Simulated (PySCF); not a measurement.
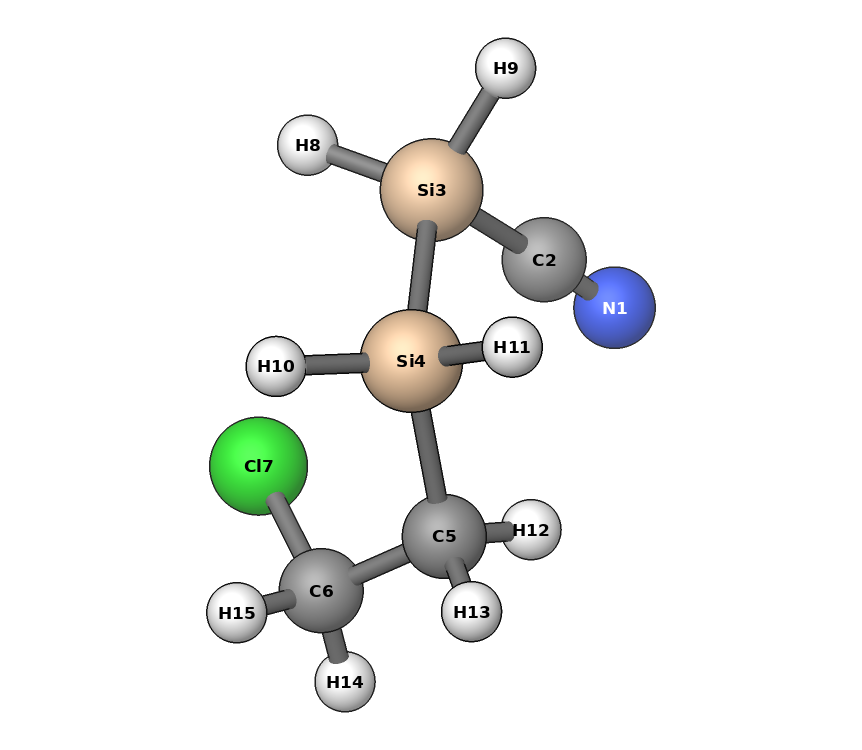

The computed structure is the end point of a GFN2-xTB optimisation. No frequency run is at hand to confirm it as a minimum. Electric field gradients from the ground-state density, PBE0/pcSseg-1 (PySCF 2.14.0), non-relativistic apart from any core potentials.

Give the largest field-gradient component, the quadrupole coupling constant and the asymmetry for 14N at N1 (Q = 20.44 mb), 35Cl at Cl7 (Q = −81.7 mb).

```
atom  V_zz (a.u.)  e²qQ/h (MHz)     η
  N1       −1.132         −5.44  0.03
 Cl7        3.731         −71.6  0.09
```

The geometry is semi-empirical. Around Si such bond lengths and angles can be off by a tenth of an ångström or more and by several degrees, and values that hang on the shape move with them.
